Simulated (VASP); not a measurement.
Band structure of Te (trig). These are SCAN meta-GGA, VASP's PBE PAW potentials (set 64) (plane waves; VASP) values and carry that method's errors.

The path is coarsely sampled, so an indirect gap can come out somewhat too large. Unless said otherwise, spin-orbit coupling is left out, though it shifts the bands of the heavy elements here.

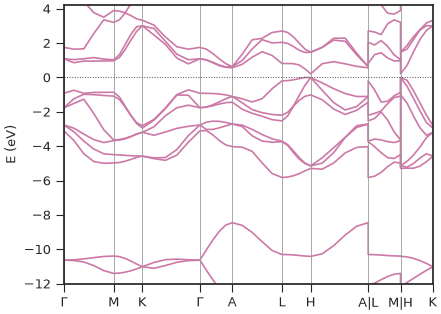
Fig. 1. Bands along high-symmetry lines, zero at the valence-band maximum or, without a gap, the Fermi level

Question: Read the plot: is there a gap, and where are the band edges?

Answer: The gap is indirect, 0.21 eV, from the valence maximum at L-H at 0.80 to the conduction minimum at H.

The compound is Te in the trig structure. It was relaxed first.
